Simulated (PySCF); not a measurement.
**C11H12Br2: NMR shifts at several levels of theory**

Aim: compute the NMR shifts of C11H12Br2 (`CC1(C)c2ccccc2[C@@H](Br)[C@H]1Br`) at several levels, and see how far they spread and what each costs.

Programs: PySCF 2.14.0, with density-fitted response routines of our own. Each step states its level of theory. These are calculated values for one molecule in the gas phase, unless marked as measured. Atoms are numbered from 0 throughout.

3 further runs of the same task are left out: 3 for a faulty analytic Hessian.

**1. Starting geometry**

25 atoms, charge 0, multiplicity 1; geometry from: GFN2-xTB.

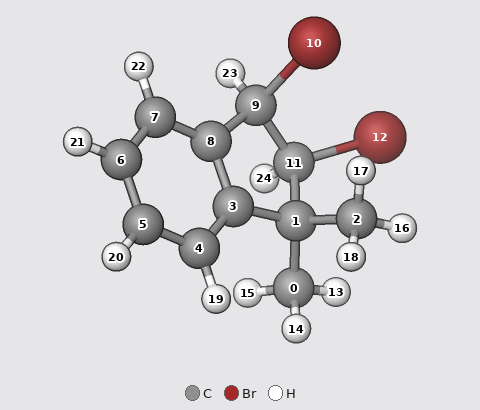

The starting geometry (carbon grey, bromine red, hydrogen white), atoms numbered.

**2. Optimising the geometry at PBE0-D3(BJ)/def2-SVP**

The job: settings as JSON, then the geometry in Å.

```
{"job": {"xc": "PBE0", "basis": "def2-SVP", "d3": "d3bj", "grid": 1, "kind": "geom"}, "charge": 0, "multiplicity": 1}
C     -1.087830     2.729560    -0.931940
C     -0.368970     1.591120    -0.210230
C     -0.593210     1.711730     1.299720
C      1.114760     1.551860    -0.496520
C      2.017770     2.596280    -0.485540
C      3.352560     2.330020    -0.753240
C      3.779740     1.039980    -1.024300
C      2.878590    -0.013140    -1.034780
C      1.548820     0.256980    -0.774650
C      0.409250    -0.703620    -0.708360
Br     0.499510    -1.736830     0.985020
C     -0.801630     0.224460    -0.791930
Br    -2.434600    -0.513830    -0.031840
H     -2.165190     2.617970    -0.823680
H     -0.800240     3.687310    -0.506670
H     -0.840700     2.735770    -1.992490
H     -1.656540     1.730160     1.528780
H     -0.135710     0.885190     1.837520
H     -0.146220     2.636280     1.658250
H      1.694060     3.603430    -0.271890
H      4.067760     3.138910    -0.745780
H      4.823140     0.850960    -1.225990
H      3.207480    -1.021400    -1.237570
H      0.413230    -1.470280    -1.483670
H     -1.028150     0.360230    -1.855010
```

The log of the run:

```text
step   0  E = -5572.73056797  max force = 0.009228
step   1  E = -5572.73305757  max force = 0.003894
step   2  E = -5572.73333150  max force = 0.004528
step   3  E = -5572.73341493  max force = 0.003002
step   4  E = -5572.73354489  max force = 0.000614
step   5  E = -5572.73355447  max force = 0.001071
step   6  E = -5572.73356196  max force = 0.001108
step   7  E = -5572.73357139  max force = 0.000183
optimisation converged
```

It took 5.7 min on 8 threads of Arm Neoverse V2, shared host.

Step by step:

| step | energy from step 0 (eV) | largest force component (eV/Å) |
| --- | --- | --- |
| 0 | 0.0000 | 0.4745 |
| 1 | -0.0677 | 0.2002 |
| 2 | -0.0752 | 0.2328 |
| 3 | -0.0775 | 0.1544 |
| 4 | -0.0810 | 0.0316 |
| 5 | -0.0813 | 0.0551 |
| 6 | -0.0815 | 0.0570 |
| 7 | -0.0817 | 0.0094 |

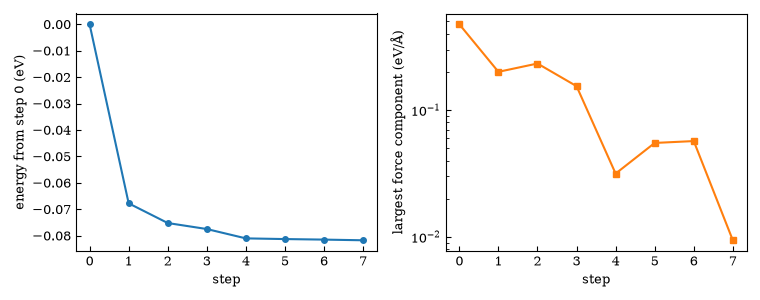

Energy and largest force along the relaxation.

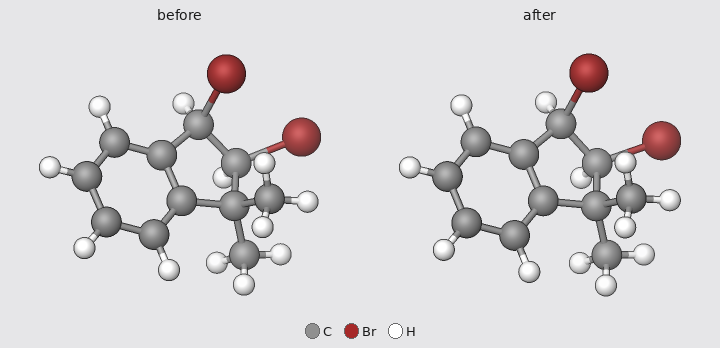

The geometry before (left) and after (right).

Close pairs (by a distance rule), those that changed most:

| bond | before (Å) | after (Å) | change (Å) |
| --- | --- | --- | --- |
| C11–Br12 | 1.947 | 1.931 | -0.016 |
| C9–Br10 | 1.986 | 1.971 | -0.015 |
| C0–H14 | 1.087 | 1.100 | +0.014 |
| C4–H19 | 1.079 | 1.093 | +0.014 |
| C6–H21 | 1.079 | 1.092 | +0.013 |
| C5–H20 | 1.080 | 1.093 | +0.013 |
| C7–H22 | 1.080 | 1.093 | +0.013 |
| C2–H18 | 1.088 | 1.100 | +0.013 |

The next job starts from the end point, and lists it.

| at the end point | value |
| --- | --- |
| point group (found at 0.08 Å tolerance) | C1 |
| rotational constants (GHz, main isotopes) | 0.648, 0.381, 0.272 |
| dipole moment (D) | 2.94 |

**3. Nuclear shieldings: PBE0/pcSseg-1**

The job: settings as JSON, then the geometry in Å.

```
{"job": {"kind": "nmr", "xc": "PBE0", "basis": "pcSseg-1", "pop": false}, "charge": 0, "multiplicity": 1}
C     -1.103292     2.733889    -0.900111
C     -0.376551     1.596633    -0.189640
C     -0.593576     1.699452     1.323629
C      1.110386     1.549541    -0.493908
C      2.015847     2.607367    -0.530791
C      3.357173     2.342237    -0.806946
C      3.791910     1.034993    -1.046227
C      2.889478    -0.025835    -1.011551
C      1.550389     0.243020    -0.736323
C      0.408312    -0.719523    -0.653877
Br     0.486332    -1.756484     1.020171
C     -0.787798     0.227159    -0.787483
Br    -2.495901    -0.463473    -0.209451
H     -2.190993     2.629250    -0.766225
H     -0.807992     3.709438    -0.485358
H     -0.883897     2.740498    -1.978865
H     -1.667733     1.689794     1.560956
H     -0.114359     0.869199     1.859559
H     -0.163483     2.642872     1.692067
H      1.683774     3.632238    -0.347134
H      4.076012     3.164575    -0.838902
H      4.845695     0.845678    -1.263114
H      3.224169    -1.050715    -1.188942
H      0.408986    -1.496206    -1.427549
H     -0.915207     0.373503    -1.870775
```

Level: GIAO PBE0/pcSseg-1 NMR shielding, non-relativistic, gas phase.

The log of the run:

```text
coarse grid: 101312 points
cycle   1  E = -5572.9486376696  dE = -4.187e-01  |g| = 1.039e+00  |ddm| = 5.171e+00
cycle   2  E = -5572.9455943212  dE =  3.043e-03  |g| = 6.622e-01  |ddm| = 1.206e+00
cycle   3  E = -5572.9992440729  dE = -5.365e-02  |g| = 2.696e-01  |ddm| = 8.832e-01
cycle   4  E = -5573.0154290383  dE = -1.618e-02  |g| = 1.048e-01  |ddm| = 4.232e-01
cycle   5  E = -5573.0179085189  dE = -2.479e-03  |g| = 2.220e-02  |ddm| = 1.540e-01
cycle   6  E = -5573.0180358924  dE = -1.274e-04  |g| = 5.908e-03  |ddm| = 3.554e-02
cycle   7  E = -5573.0180437649  dE = -7.873e-06  |g| = 1.907e-03  |ddm| = 8.104e-03
final grid: 213904 points
cycle   8  E = -5573.0182191078  dE =  1.499e-06  |g| = 3.173e-03  |ddm| = 7.983e-03
cycle   9  E = -5573.0182133629  dE =  5.745e-06  |g| = 5.591e-03  |ddm| = 9.541e-03
cycle  10  E = -5573.0182217886  dE = -8.426e-06  |g| = 4.364e-04  |ddm| = 6.297e-03
cycle  11  E = -5573.0182218423  dE = -5.368e-08  |g| = 7.058e-05  |ddm| = 6.524e-04
cycle  12  E = -5573.0182218432  dE = -9.368e-10  |g| = 1.826e-05  |ddm| = 1.018e-04
converged SCF energy = -5573.0182218432

GIAO shielding tensors (ppm)
atom      isotropic    diamagn.    paramagn.     s11        s22        s33       span
  0 C      157.257     244.798     -87.541    135.326    150.356    186.089     50.762
  1 C      135.371     242.570    -107.199    119.742    130.616    155.755     36.014
  2 C      157.222     244.524     -87.303    143.973    151.231    176.461     32.488
  3 C       28.099     261.767    -233.668    -57.026     -7.607    148.928    205.954
  4 C       56.101     247.318    -191.216    -46.172     39.016    175.460    221.631
  5 C       48.824     254.021    -205.197    -60.258     32.692    174.039    234.297
  6 C       51.155     254.665    -203.511    -56.498     35.815    174.147    230.645
  7 C       52.348     246.333    -193.985    -47.133     33.055    171.122    218.255
  8 C       38.920     257.861    -218.941    -50.015     18.599    148.175    198.190
  9 C      116.723     240.060    -123.337     78.802    128.241    143.126     64.324
 10 Br    2022.056    3123.399   -1101.342   1410.211   1762.310   2893.649   1483.439
 11 C      110.977     242.384    -131.407     66.349    123.596    142.987     76.638
 12 Br    2301.398    3122.341    -820.944   1926.628   2028.364   2949.202   1022.574
 13 H       29.508      29.186       0.322     23.513     30.093     34.917     11.404
 14 H       29.812      30.083      -0.271     25.057     27.428     36.950     11.893
 15 H       30.595      30.055       0.540     26.951     27.260     37.574     10.623
 16 H       29.721      30.094      -0.373     24.402     29.940     34.822     10.420
 17 H       29.340      28.429       0.911     22.993     31.231     33.795     10.802
 18 H       30.412      30.716      -0.304     25.600     28.459     37.178     11.578
 19 H       23.942      32.222      -8.280     19.240     22.640     29.945     10.705
 20 H       23.789      27.019      -3.230     20.004     24.662     26.701      6.697
 21 H       23.817      27.349      -3.532     20.018     24.912     26.523      6.505
 22 H       23.653      31.251      -7.598     19.194     22.493     29.272     10.078
 23 H       25.991      31.180      -5.189     20.961     24.786     32.228     11.267
 24 H       27.164      32.002      -4.838     23.563     27.068     30.862      7.299
```

Run time: 1.8 min. Hardware: 8 threads of Arm Neoverse V2, shared host.

Shifts follow as δ = σ(reference) − σ, with reference shieldings (ppm) from runs at the same level and on the same kind of geometry: 1H TMS 31.27, 13C TMS 184.4, 79Br HBr 2584. The references are single molecules in the gas phase. Atoms listed in one row are averaged.

| atoms | environment | σ (ppm) | δ (ppm) | δ scaled to CDCl3 |
| --- | --- | --- | --- | --- |
| C3 | substituted aromatic carbon | 28.1 | 156.3 | 151.3 |
| C8 | substituted aromatic carbon | 38.9 | 145.5 | 140.8 |
| C5 | aromatic CH | 48.8 | 135.6 | 131.1 |
| C6 | aromatic CH | 51.2 | 133.3 | 128.9 |
| C7 | aromatic CH | 52.3 | 132.1 | 127.7 |
| C4 | aromatic CH | 56.1 | 128.3 | 124.1 |
| C11 | sp3 CH bonded to Br | 111.0 | 73.4 | 57.5 |
| C9 | sp3 CH bonded to Br, on an aromatic ring | 116.7 | 67.7 | 51.9 |
| C1 | quaternary sp3 carbon on an aromatic ring | 135.4 | 49.0 | 47.1 |
| C2 | methyl carbon | 157.2 | 27.2 | 25.9 |
| C0 | methyl carbon | 157.3 | 27.2 | 25.9 |
| H22 | hydrogen on an aromatic CH | 23.65 | 7.61 | 7.43 |
| H20 | hydrogen on an aromatic CH | 23.79 | 7.48 | 7.30 |
| H21 | hydrogen on an aromatic CH | 23.82 | 7.45 | 7.28 |
| H19 | hydrogen on an aromatic CH | 23.94 | 7.33 | 7.16 |
| H23 | hydrogen on an sp3 CH bonded to Br, on an aromatic ring | 25.99 | 5.28 | 5.22 |
| H24 | hydrogen on an sp3 CH bonded to Br | 27.16 | 4.10 | 4.10 |
| H16, H17, H18 | hydrogen on a methyl carbon | 29.82 | 1.44 | 1.58 |
| H13, H14, H15 | hydrogen on a methyl carbon | 29.97 | 1.30 | 1.44 |
| Br10 | bromine bonded to C | 2022 | 562 | – |
| Br12 | bromine bonded to C | 2301 | 283 | – |

The scaled column applies a straight-line fit of computed shieldings to shifts measured in CDCl3, with any fitted terms for Cl, Br or S neighbours (root-mean-square error 0.21 ppm for H, 2.0 ppm for C).

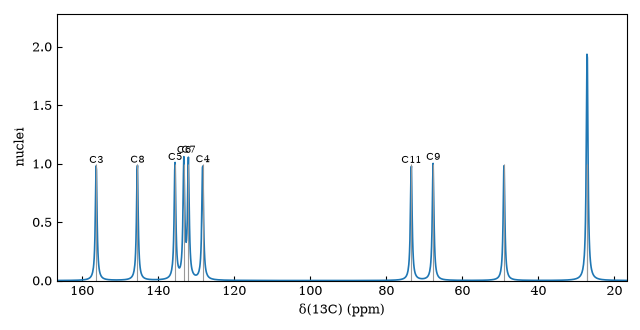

13C lines at the computed shifts, without couplings. Lines are broadened to a width of 0.52 ppm (Lorentzian).

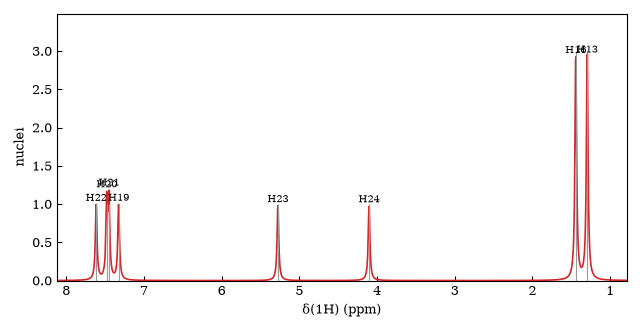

1H lines at the computed shifts, without couplings. Lines are broadened to a width of 0.03 ppm (Lorentzian).

Ring of atoms C1, C3, C8, C9, C11: NICS(0) -1.6, NICS(1) -3.1, NICS(1)zz 0.7 ppm (means of both faces; NICS(1) differs between them: -4.5 and -1.7). The ring holds saturated atoms, so no π current runs round it: these values come from its σ bonds, any local π bonds and neighbouring rings, and say nothing of aromaticity.

Ring of atoms C3, C4, C5, C6, C7, C8: NICS(0) -8.6, NICS(1) -11.1, NICS(1)zz -26.2 ppm (means of both faces).

**4. Nuclear shieldings: PBE/pcSseg-1**

Same as in step 3 but for these lines:

```diff
@@ -1,2 +1,2 @@
-{"job": {"kind": "nmr", "xc": "PBE0", "basis": "pcSseg-1", "pop": false}, "charge": 0, "multiplicity": 1}
+{"job": {"kind": "nmr", "xc": "PBE", "basis": "pcSseg-1", "pop": false}, "charge": 0, "multiplicity": 1}
 C     -1.103292     2.733889    -0.900111
```

Method: GIAO PBE/pcSseg-1 NMR shielding, non-relativistic, gas phase.

The log of the run:

```text
coarse grid: 101312 points
cycle   1  E = -5572.6738562176  dE = -8.838e-01  |g| = 1.315e+00  |ddm| = 5.294e+00
cycle   2  E = -5572.5342417671  dE =  1.396e-01  |g| = 1.189e+00  |ddm| = 1.847e+00
cycle   3  E = -5572.7546797946  dE = -2.204e-01  |g| = 4.367e-01  |ddm| = 1.876e+00
cycle   4  E = -5572.8001790282  dE = -4.550e-02  |g| = 1.774e-01  |ddm| = 8.869e-01
cycle   5  E = -5572.8079063472  dE = -7.727e-03  |g| = 6.224e-02  |ddm| = 2.806e-01
cycle   6  E = -5572.8088180091  dE = -9.117e-04  |g| = 2.091e-02  |ddm| = 8.268e-02
cycle   7  E = -5572.8089337832  dE = -1.158e-04  |g| = 5.075e-03  |ddm| = 2.503e-02
cycle   8  E = -5572.8089384630  dE = -4.680e-06  |g| = 2.874e-03  |ddm| = 8.989e-03
final grid: 213904 points
cycle   9  E = -5572.8091375199  dE =  1.337e-05  |g| = 7.463e-03  |ddm| = 1.410e-02
cycle  10  E = -5572.8090282717  dE =  1.092e-04  |g| = 2.074e-02  |ddm| = 3.242e-02
cycle  11  E = -5572.8091531531  dE = -1.249e-04  |g| = 1.311e-03  |ddm| = 2.439e-02
cycle  12  E = -5572.8091535651  dE = -4.120e-07  |g| = 2.444e-04  |ddm| = 1.656e-03
cycle  13  E = -5572.8091535812  dE = -1.606e-08  |g| = 5.130e-05  |ddm| = 3.472e-04
cycle  14  E = -5572.8091535818  dE = -6.394e-10  |g| = 1.568e-05  |ddm| = 7.355e-05
converged SCF energy = -5572.8091535818

GIAO shielding tensors (ppm)
atom      isotropic    diamagn.    paramagn.     s11        s22        s33       span
  0 C      152.293     244.956     -92.663    129.313    144.897    182.668     53.355
  1 C      128.022     244.249    -116.227    112.632    122.885    148.550     35.917
  2 C      152.279     244.873     -92.595    138.251    145.968    172.616     34.364
  3 C       25.673     260.504    -234.831    -54.642    -10.484    142.146    196.789
  4 C       54.216     246.569    -192.353    -44.140     37.321    169.467    213.607
  5 C       47.044     252.786    -205.742    -58.245     31.546    167.831    226.076
  6 C       48.983     253.525    -204.541    -55.158     34.192    167.916    223.074
  7 C       50.659     246.009    -195.350    -44.679     31.840    164.817    209.496
  8 C       35.996     257.324    -221.327    -47.875     14.284    141.580    189.455
  9 C      108.862     242.150    -133.288     68.931    120.860    136.796     67.865
 10 Br    1915.211    3123.470   -1208.259   1262.239   1625.224   2858.171   1595.932
 11 C      102.887     243.652    -140.765     56.191    115.906    136.565     80.374
 12 Br    2210.965    3122.462    -911.497   1798.372   1913.153   2921.370   1122.998
 13 H       29.432      29.258       0.174     23.711     30.032     34.553     10.842
 14 H       29.782      29.907      -0.125     25.278     27.523     36.545     11.267
 15 H       30.547      30.159       0.389     26.930     27.398     37.314     10.385
 16 H       29.623      30.241      -0.618     24.518     29.959     34.392      9.874
 17 H       29.218      29.070       0.148     23.028     31.185     33.442     10.414
 18 H       30.369      30.624      -0.256     25.851     28.506     36.749     10.899
 19 H       24.007      32.383      -8.376     19.609     22.489     29.922     10.314
 20 H       23.845      26.961      -3.116     20.300     24.530     26.704      6.404
 21 H       23.861      27.333      -3.472     20.316     24.770     26.497      6.181
 22 H       23.731      31.646      -7.916     19.567     22.393     29.231      9.664
 23 H       25.828      31.388      -5.559     20.745     24.861     31.880     11.135
 24 H       26.917      32.146      -5.229     23.415     26.922     30.413      6.998
```

Run time: 62 s. Hardware: 8 threads of Arm Neoverse V2, shared host.

This run: δ C3 154.4, C8 144.0, C5 133.0, C6 131.0, H22 7.47, H20 7.35 ppm.

**5. Shielding tensors: wB97X-D/pcSseg-1**

Same as in step 4 but for these lines:

```diff
@@ -1,2 +1,2 @@
-{"job": {"kind": "nmr", "xc": "PBE", "basis": "pcSseg-1", "pop": false}, "charge": 0, "multiplicity": 1}
+{"job": {"kind": "nmr", "xc": "wB97X-D", "basis": "pcSseg-1", "pop": false}, "charge": 0, "multiplicity": 1}
 C     -1.103292     2.733889    -0.900111
```

Level: GIAO wB97X-D/pcSseg-1 NMR shielding, non-relativistic, gas phase.

The log of the run:

```text
coarse grid: 101312 points
cycle   1  E = -5574.0207241543  dE =  1.743e-01  |g| = 1.022e+00  |ddm| = 5.067e+00
cycle   2  E = -5574.0428230681  dE = -2.210e-02  |g| = 5.883e-01  |ddm| = 1.318e+00
cycle   3  E = -5574.0900487330  dE = -4.723e-02  |g| = 2.283e-01  |ddm| = 8.487e-01
cycle   4  E = -5574.1028701488  dE = -1.282e-02  |g| = 5.932e-02  |ddm| = 3.298e-01
cycle   5  E = -5574.1035044591  dE = -6.343e-04  |g| = 1.121e-02  |ddm| = 7.809e-02
cycle   6  E = -5574.1035370003  dE = -3.254e-05  |g| = 4.981e-03  |ddm| = 2.299e-02
cycle   7  E = -5574.1035439079  dE = -6.908e-06  |g| = 1.076e-03  |ddm| = 9.252e-03
final grid: 213904 points
cycle   8  E = -5574.1031992318  dE = -3.004e-06  |g| = 1.587e-03  |ddm| = 7.739e-03
cycle   9  E = -5574.1031993099  dE = -7.811e-08  |g| = 1.418e-03  |ddm| = 2.608e-03
cycle  10  E = -5574.1031996097  dE = -2.998e-07  |g| = 1.707e-04  |ddm| = 1.332e-03
cycle  11  E = -5574.1031996178  dE = -8.033e-09  |g| = 7.618e-05  |ddm| = 2.994e-04
cycle  12  E = -5574.1031996198  dE = -2.012e-09  |g| = 1.723e-05  |ddm| = 1.769e-04
cycle  13  E = -5574.1031996199  dE = -1.237e-10  |g| = 9.233e-06  |ddm| = 5.022e-05
converged SCF energy = -5574.1031996199

GIAO shielding tensors (ppm)
atom      isotropic    diamagn.    paramagn.     s11        s22        s33       span
  0 C      157.059     244.621     -87.562    135.475    150.214    185.488     50.012
  1 C      136.213     242.433    -106.220    120.082    131.831    156.727     36.644
  2 C      156.896     244.562     -87.667    143.915    150.579    176.195     32.280
  3 C       26.676     262.967    -236.290    -60.683     -8.530    149.241    209.924
  4 C       55.146     248.556    -193.410    -49.359     39.031    175.767    225.126
  5 C       47.826     254.389    -206.564    -63.407     32.299    174.584    237.991
  6 C       50.363     255.069    -204.706    -59.246     35.629    174.706    233.952
  7 C       51.259     247.293    -196.034    -50.641     32.791    171.628    222.269
  8 C       37.644     258.677    -221.032    -53.788     18.221    148.500    202.288
  9 C      119.293     240.678    -121.385     82.519    129.336    146.023     63.504
 10 Br    2029.581    3123.852   -1094.270   1410.991   1766.395   2911.358   1500.367
 11 C      112.826     242.707    -129.880     69.373    125.517    143.588     74.215
 12 Br    2303.505    3122.731    -819.226   1925.964   2024.030   2960.522   1034.559
 13 H       29.634      29.333       0.301     23.653     30.198     35.050     11.397
 14 H       29.891      30.088      -0.197     25.128     27.515     37.030     11.902
 15 H       30.692      30.146       0.547     27.084     27.375     37.617     10.532
 16 H       29.836      30.337      -0.501     24.535     30.045     34.929     10.394
 17 H       29.469      28.879       0.590     23.178     31.363     33.866     10.687
 18 H       30.492      30.883      -0.391     25.660     28.566     37.251     11.591
 19 H       24.031      32.137      -8.106     19.357     22.716     30.019     10.662
 20 H       23.895      26.788      -2.894     20.134     24.748     26.802      6.668
 21 H       23.934      27.151      -3.217     20.152     25.010     26.640      6.488
 22 H       23.755      31.255      -7.501     19.321     22.540     29.403     10.082
 23 H       26.282      31.310      -5.028     21.299     25.033     32.514     11.214
 24 H       27.447      32.320      -4.873     23.863     27.345     31.134      7.271
```

It took 2.6 min on 8 threads of Arm Neoverse V2, shared host.

Key values: δ C3 157.9, C8 146.9, C5 136.7, C6 134.2, H22 7.63, H20 7.49 ppm.

[end of part 1 of 2]
